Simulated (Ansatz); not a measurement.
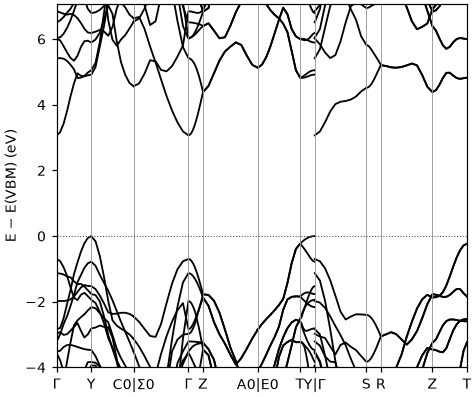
*Band structure from r²SCAN in the plane-wave PAW code Ansatz*

Q: Read off the gap and where the band edges lie.

A: About 3.1 eV (3.07 eV by a search for the band edges); maximum at Y, minimum at Γ.

The material is C in space group Cmcm (No. 63; C on 8f, C on 8f, C on 8f).

The start of the workflow was typed in or built on a structure type; neither database checked (COD, Materials Project) lists it. It is not the phase usual at ambient conditions (space group No. 194, 227). The r²SCAN relaxation kept the symmetry of its start; whether a distortion lowers the energy is not shown. The volume moved by -24 % from the start of the relaxation.

Potentials: the earlier of the program's two PAW sets. The files were generated under PBE; for other functionals the program regenerates the frozen cores, and for LDA and PBEsol the local potential too.
